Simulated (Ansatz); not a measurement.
# CH5AlO (SMILES [CH3][AlH][OH]): wB97M-V/aug-cc-pVDZ

What is the electronic atomisation energy of CH5AlO at wB97M-V/aug-cc-pVDZ? 

The results are computed with Ansatz 0.2.0.

42 further runs of the same task are left out: 42 set aside as unsound or not needed.

### Step 1. The molecule

The species is CH5AlO (8 atoms), meant as a singlet with charge 0. As SMILES, `[CH3][AlH][OH]`. Geometry: relaxed at PBE0-D4/def2-TZVP. This is one conformer, not always the lowest.

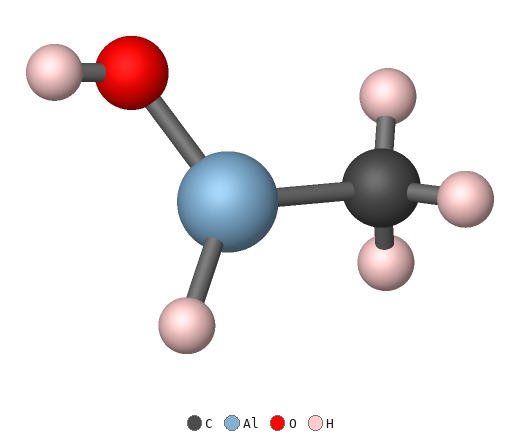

Viewed from a chosen angle; carbon dark grey, aluminium light blue, oxygen red, hydrogen pink.

### Step 2. The energy at wB97M-V/aug-cc-pVDZ

Input file job.yaml:

```yaml
crystal:
  periodic: [false, false, false]
  atoms:
    - {symbol: C, position_ang: [-0.777900, 0.982200, -0.070900]}
    - {symbol: Al, position_ang: [0.579700, -0.394200, -0.239900]}
    - {symbol: O, position_ang: [0.544600, -1.676400, 0.876800]}
    - {symbol: H, position_ang: [-0.325100, 1.954500, 0.149300]}
    - {symbol: H, position_ang: [-1.491400, 0.755400, 0.724300]}
    - {symbol: H, position_ang: [-1.335700, 1.105000, -1.004800]}
    - {symbol: H, position_ang: [1.716800, -0.394500, -1.350200]}
    - {symbol: H, position_ang: [1.181200, -2.389100, 0.859500]}
basis:
  gaussian:
    orbitals: aug-cc-pVDZ
hamiltonian:
  xc: {name: wB97M-V}
accuracy: high
output:
  orbitals: {seedname: orbitals}
```

On the command line:

```sh
$ ansatz run job.yaml --threads 1 --pin off --max-ram 3480MiB --events-out events.jsonl --progress --plain --runs-dir runs
```

The log of the run:

```text
Warning: RAYON_NUM_THREADS=1 ignored (pool sized by the plan → 1); use --threads N
Functional definition: wB97M-V
  name "wB97M-V"
  parameter omega = 0.3/bohr
  parameter cx = 0.15
  parameter cx01 = 1.007
  parameter cx10 = 0.259
  parameter css00 = 0.443
  parameter css04 = -1.437
  parameter css10 = -4.535
  parameter css20 = -3.390
  parameter css43 = 4.278
  parameter cos00 = 1.000
  parameter cos10 = 1.358
  parameter cos20 = 2.924
  parameter cos21 = -8.812
  parameter cos60 = -1.390
  parameter cos61 = 9.142
  parameter b = 6.0
  parameter c = 0.01
  gx(w, u) = 1 - cx + cx01*u + cx10*w
  gss(w, u) = css00 + css04*u^4 + css10*w + css20*w^2 + css43*w^4*u^3
  gos(w, u) = cos00 + cos10*w + (cos20 + cos21*u)*w^2 + (cos60 + cos61*u)*w^6
  exchange = spin_sum(e_x_unif_sr(omega)*gx(b97_w, b97_u_x)) + cx*exact_x_sr(omega) + exact_x_lr(omega)
  correlation = spin_sum(e_c_pw_mod_same_spin*gss(b97_w, b97_u_same))
      + integral(e_c_pw_mod_opposite_spin*gos(b97_w_opposite, b97_u_opposite)) + vv10(b, c)
2328 factors; integrals over basis functions are off by at most 3.4e-9 eV
571 factors; integrals over basis functions are off by at most 1.4e-9 eV
mean field evaluation 1: about -9754.0709 eV, gradient 6.4e1 eV
mean field evaluation 2: about -9752.6834 eV, gradient 7.2e1 eV
mean field evaluation 4: about -9762.3986 eV, gradient 2.3e0 eV
mean field evaluation 8: about -9762.4133 eV, gradient 3.9e-2 eV
mean field evaluation 16: about -9762.4133 eV, gradient 1.6e-5 eV
mean field -9762.41326911 eV, -358.7620704382 hartree, gradient 7.0e-8 eV, S^2 0.000000; 0 other end points of the search recorded, 0 dependent functions left out
reference -9762.41328350 eV, -358.7620709672 hartree; 16, 16 occupied and 102, 102 virtual orbitals, 2328 factors
Total energy: -9762.41328350 eV, -358.7620709672 hartree
```

Run time: 84 s. Hardware: 1 thread of Arm Neoverse V2, shared host; peak memory 0.72 GiB.

### Step 3. The Al atom

Input file run.yaml:

```yaml
crystal:
  periodic: [false, false, false]
  atoms:
    - {symbol: Al, position_ang: [0.000000, 0.000000, 0.000000]}
basis:
  gaussian:
    orbitals: aug-cc-pVDZ
magnetization:
  spin_polarized: true
  initial_magnetization: 1
hamiltonian:
  xc: {name: wB97M-V}
accuracy: high
```

Run the same way, it converges to -242.34708 Eh (log not shown).

### Step 4. The C atom

Input file in.yaml:

```yaml
crystal:
  periodic: [false, false, false]
  atoms:
    - {symbol: C, position_ang: [0.000000, 0.000000, 0.000000]}
basis:
  gaussian:
    orbitals: aug-cc-pVDZ
magnetization:
  spin_polarized: true
  initial_magnetization: 2
hamiltonian:
  xc: {name: wB97M-V}
accuracy: high
```

Run the same way, it converges to -37.84123 Eh (log not shown).

### Step 5. The H atom, same level

Input file molecule.yaml:

```yaml
basis:
  gaussian: {orbitals: aug-cc-pVDZ}
crystal:
  periodic: [false, false, false]
  atoms:
    - {symbol: H, position_ang: [0.000000, 0.000000, 0.000000]}
total_charge: 0
magnetization: {spin_polarized: true, initial_magnetization: 1}
hamiltonian: {xc: {name: wB97M-V}}
accuracy: high
```

Run the same way, it converges to -0.49284 Eh (log not shown).

### Step 6. The O atom at the same level

Input file input.yaml:

```yaml
crystal:
  periodic: [false, false, false]
  atoms:
    - {symbol: O, position_ang: [0.000000, 0.000000, 0.000000]}
basis:
  gaussian: {orbitals: aug-cc-pVDZ}
accuracy: high
hamiltonian: {xc: {name: wB97M-V}}
magnetization: {spin_polarized: true, initial_magnetization: 2}
```

Run the same way, it converges to -75.05860 Eh (log not shown).

### Step 7. What came out

At wB97M-V/aug-cc-pVDZ:

```
                     quantity          value
       molecule: total energy  -358.76207 Eh
        molecule: HOMO energy      -10.23 eV
        molecule: LUMO energy        0.34 eV
      molecule: HOMO–LUMO gap       10.57 eV
        Al atom: total energy  -242.34708 Eh
                Al atom: ⟨S²⟩          0.751
         C atom: total energy   -37.84123 Eh
                 C atom: ⟨S²⟩          2.002
         H atom: total energy    -0.49284 Eh
                 H atom: ⟨S²⟩          0.750
         O atom: total energy   -75.05860 Eh
                 O atom: ⟨S²⟩          2.004
electronic atomisation energy      28.598 eV
```

What this shows: Taking the molecule apart into free atoms costs 28.60 eV (659 kcal/mol), before zero-point energy and without spin-orbit coupling.
